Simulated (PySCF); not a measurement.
**CH11NSi3: NMR shielding calculation**

- system: CH11NSi3
- method: GIAO PBE0/pcSseg-1 NMR shielding, non-relativistic, gas phase (PySCF 2.14.0)

The geometry comes from this level: GFN2-xTB, NEB image 2 of 0 to 8. It belongs to a series of runs on one base structure; here: NEB image 2 of 0 to 8. Figures and captions count atoms from 1; the log counts them from 0 in places.

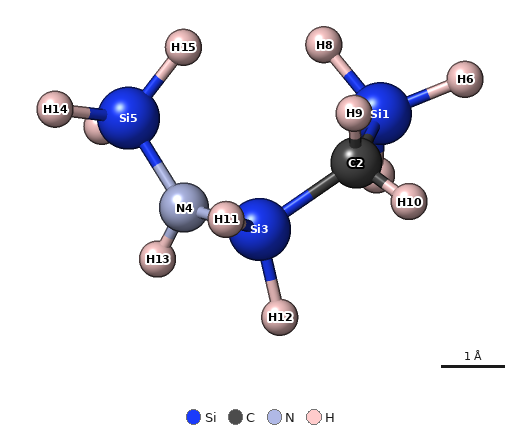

Figure 1. The input geometry (ball-and-stick view, seen at a tilt; atoms are numbered from 1 in the order of the input).

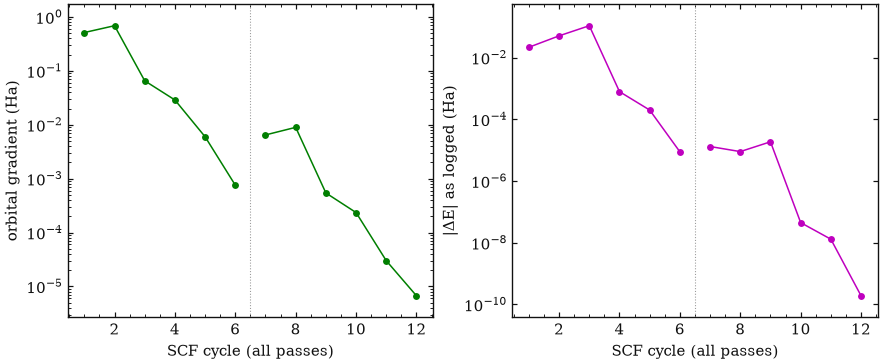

Figure 2. Convergence of the self-consistent field: orbital gradient and size of the energy change against the SCF cycle. The dotted line marks the change from a coarse to the final integration grid. The first 6 cycles use a coarse grid, the final grid takes over at cycle 7, and the field converges after 12 cycles in all.

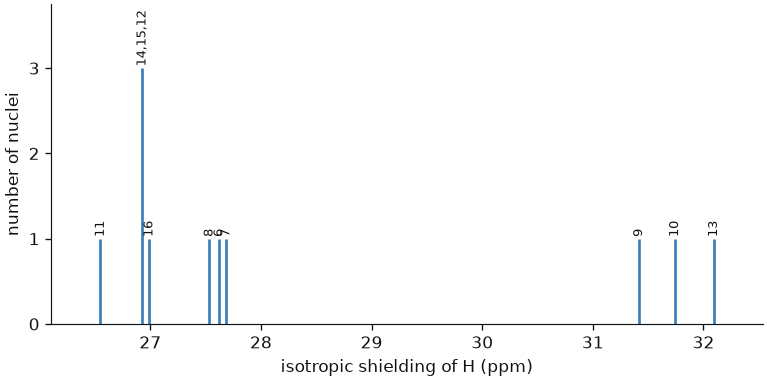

Figure 3. Isotropic shieldings of the hydrogen nuclei in this fixed geometry, labelled by atom number; shielding grows to the right, so chemical shift grows to the left. The least shielded is H11 (26.5 ppm), the most shielded H13 (32.1 ppm).

These pictures come from the run below.

Input:
```
{"job": {"kind": "nmr", "xc": "PBE0", "basis": "pcSseg-1", "pop": false}, "charge": 0, "multiplicity": 1}
Si    -1.981500     0.779700     0.542200
C     -1.288300    -0.290900    -0.864200
Si     0.279300    -1.318700    -0.550100
N      1.255800    -0.705700     0.747500
Si     2.061600     0.807900     0.981700
H     -3.312100     1.259900     0.141700
H     -2.115400     0.012300     1.780900
H     -1.144500     1.957400     0.772900
H     -1.119600     0.353300    -1.727300
H     -2.067900    -0.989800    -1.172500
H      1.058100    -1.389600    -1.798300
H     -0.076300    -2.676900    -0.117400
H      1.608700    -1.434100     1.346500
H      3.381400     0.836600     0.336000
H      1.226700     1.855000     0.405700
H      2.226500     0.952500     2.430800
```

The first line tells a small driver script what to run in PySCF; the rest is the geometry in Å.

Launch command:
```bash
OMP_NUM_THREADS=1 python <driver script> task.json out
```

What the program printed:
```
coarse grid: 13840 points
cycle   1  E = -967.3748296659  dE =  2.161e-02  |g| = 5.146e-01  |ddm| = 3.485e+00
cycle   2  E = -967.3241281225  dE =  5.070e-02  |g| = 6.889e-01  |ddm| = 9.805e-01
cycle   3  E = -967.4320722188  dE = -1.079e-01  |g| = 6.544e-02  |ddm| = 6.434e-01
cycle   4  E = -967.4328590699  dE = -7.869e-04  |g| = 2.885e-02  |ddm| = 7.930e-02
cycle   5  E = -967.4330583882  dE = -1.993e-04  |g| = 5.988e-03  |ddm| = 2.900e-02
cycle   6  E = -967.4330672172  dE = -8.829e-06  |g| = 7.569e-04  |ddm| = 6.889e-03
final grid: 117072 points
cycle   7  E = -967.4570742925  dE = -1.311e-05  |g| = 6.475e-03  |ddm| = 1.617e-02
cycle   8  E = -967.4570653140  dE =  8.978e-06  |g| = 8.956e-03  |ddm| = 1.278e-02
cycle   9  E = -967.4570839668  dE = -1.865e-05  |g| = 5.426e-04  |ddm| = 7.502e-03
cycle  10  E = -967.4570840116  dE = -4.479e-08  |g| = 2.347e-04  |ddm| = 5.846e-04
cycle  11  E = -967.4570840246  dE = -1.300e-08  |g| = 3.002e-05  |ddm| = 2.116e-04
cycle  12  E = -967.4570840248  dE = -1.905e-10  |g| = 6.700e-06  |ddm| = 3.857e-05
converged SCF energy = -967.4570840248

GIAO shielding tensors (ppm)
atom      isotropic    diamagn.    paramagn.     s11        s22        s33       span
  0 Si     426.274     879.961    -453.687    401.777    408.392    468.653     66.876
  1 C      196.499     259.010     -62.511    185.440    198.596    205.460     20.020
  2 Si     380.975     880.318    -499.343    325.082    391.922    425.920    100.837
  3 N      265.379     323.425     -58.046    238.052    254.401    303.684     65.632
  4 Si     404.997     879.610    -474.614    362.039    385.732    467.219    105.180
  5 H       27.620      28.777      -1.157     24.018     25.285     33.557      9.539
  6 H       27.683      29.656      -1.973     24.330     26.155     32.564      8.233
  7 H       27.531      30.312      -2.781     23.667     27.161     31.766      8.099
  8 H       31.414      32.844      -1.430     26.901     28.535     38.807     11.906
  9 H       31.739      30.814       0.925     26.496     28.846     39.876     13.380
 10 H       26.549      29.590      -3.042     22.147     25.400     32.099      9.953
 11 H       26.937      29.968      -3.031     22.914     25.796     32.102      9.188
 12 H       32.091      31.628       0.463     22.653     29.088     44.532     21.878
 13 H       26.912      28.626      -1.715     23.084     24.810     32.840      9.756
 14 H       26.927      31.067      -4.140     22.743     27.786     30.252      7.510
 15 H       26.988      28.974      -1.986     23.478     25.023     32.462      8.984
```

Results in brief:

```tsv
quantity	value
outcome	converged
total energy	−967.457084 hartree
HOMO	−7.36 eV
LUMO	0.21 eV
dipole moment	0.59 D
isotropic shielding, Si	381.0 to 426.3 ppm
isotropic shielding, C	196.5 ppm
isotropic shielding, N	265.4 ppm
isotropic shielding, H	26.5 to 32.1 ppm
hardware	1 CPU thread, shared host
wall time	49 s
peak memory	0.77 GiB
```
